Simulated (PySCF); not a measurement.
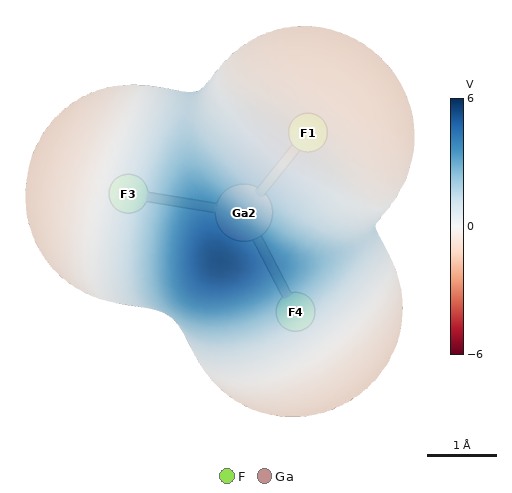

The picture shows: F$_{3}$Ga (SMILES [F][Ga]([F])[F]). The electrostatic potential painted on the density surface at 0.002 e/bohr³, seen at a tilt; the colour scale runs from red (negative) to blue (positive).

Geometry: PBE0-D3(BJ)/ma-def2-SVP.

Level of theory: DFT single point, gas phase, functional wB97X (PySCF 2.14.0, density-fitted response routines).

The calculation's input:

```
{"job": {"kind": "sp", "xc": "wB97X", "basis": "ma-def2-TZVP", "d3": "d3bj", "grid": 2}, "charge": 0, "multiplicity": 1}
F     -0.943599     1.455075    -0.028435
Ga     0.005481     0.002828    -0.010661
F      1.736305     0.096323     0.072993
F     -0.778167    -1.544092    -0.078773
```

Launched as:

```sh
OMP_NUM_THREADS=1 python redox_run.py task.json out
```

Q: Which sites attract a positive test charge, and which a negative one?

A: A positive charge is drawn to the negative regions and a negative charge to the positive ones. The most negative region (about −0.8 V) lies over F1, F3 and F4, the most positive (about +5.3 V) over Ga2.
